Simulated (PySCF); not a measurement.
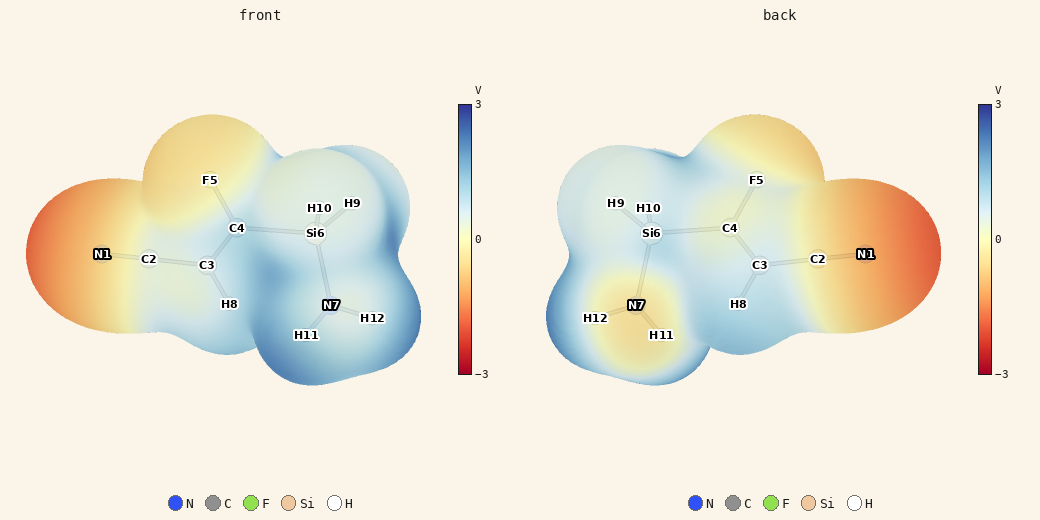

C$_{3}$H$_{5}$FN$_{2}$Si. The electrostatic potential painted on the density surface at 0.002 e/bohr³, seen from the front and from behind; red is negative and blue positive.

Geometry: GFN2-xTB.

Method: CAM-B3LYP/def2-SVPD, SCF density, gas phase (PySCF).

The calculation's input:

```
{"job": {"kind": "uv", "xc": "CAM-B3LYP", "basis": "def2-SVPD", "nstates": 8, "ntriplets": 3}, "charge": 0, "multiplicity": 1}
N      3.729270     1.263785    -0.216665
C      2.677097     0.813082    -0.294621
C      1.385296     0.267980    -0.401747
C      0.474392     0.274591     0.576554
F      0.796677     0.826582     1.764046
Si    -1.276480    -0.459330     0.505904
N     -1.611621    -0.562451    -1.177687
H      1.125497    -0.180097    -1.348792
H     -1.258326    -1.832183     1.002730
H     -2.115478     0.417423     1.329027
H     -1.504806     0.253654    -1.760138
H     -2.420319    -1.083722    -1.475086
```

Command:

```sh
OMP_NUM_THREADS=1 python probes_run.py task.json out
```

Q: Describe the electrostatic potential map.

A: The most negative region (about −1.9 V, or −44 kcal/mol for a unit charge) lies over N1, the most positive (about +2.2 V, or +51 kcal/mol for a unit charge) over Si6, H11 and H12. N1 is the likeliest acceptor of a hydrogen bond.

Q: What dipole moment does the calculation give?

A: Its dipole moment is 6.13 D.
